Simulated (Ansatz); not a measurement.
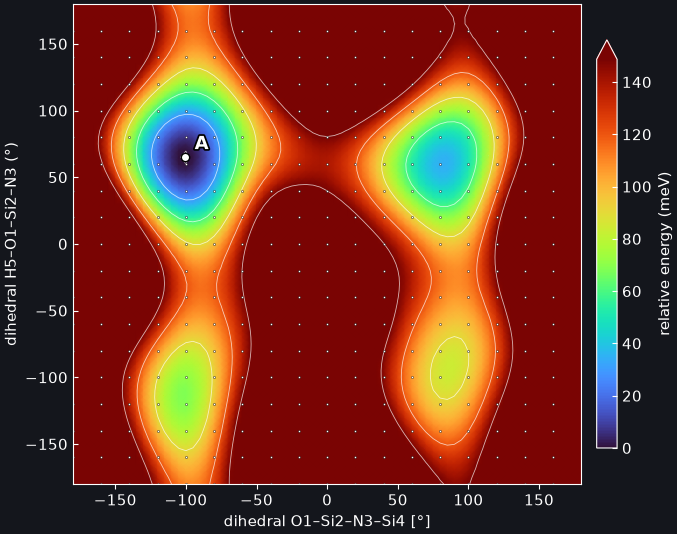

H6NOSi2, SMILES O[SiH2]N[SiH2], spin multiplicity 2. First axis: dihedral O1–Si2–N3–Si4. Second axis: dihedral H5–O1–Si2–N3. Nothing is relaxed (all other coordinates rigid). The scan uses an 18 × 18 grid. Energies are in meV, from the lowest grid point. Theory: UKS SPW92 (LDA)/def2-SVP in Ansatz.

In the figure: a smooth colour map with a few white contour lines, dots at the grid points, one colour for all values above the top of the scale, the well A. Between grid points the surface is interpolated.

### Estimate the position of the minimum and the force constants in these coordinates. Take the well at A.

The interpolated minimum is at dihedral O1–Si2–N3–Si4 ≈ −101°, dihedral H5–O1–Si2–N3 ≈ 65°. The curvatures there are about 0.38 eV/rad² and 0.22 eV/rad², with a cross term of about 0 eV/rad². Round the minimum the two coordinates are nearly uncoupled.
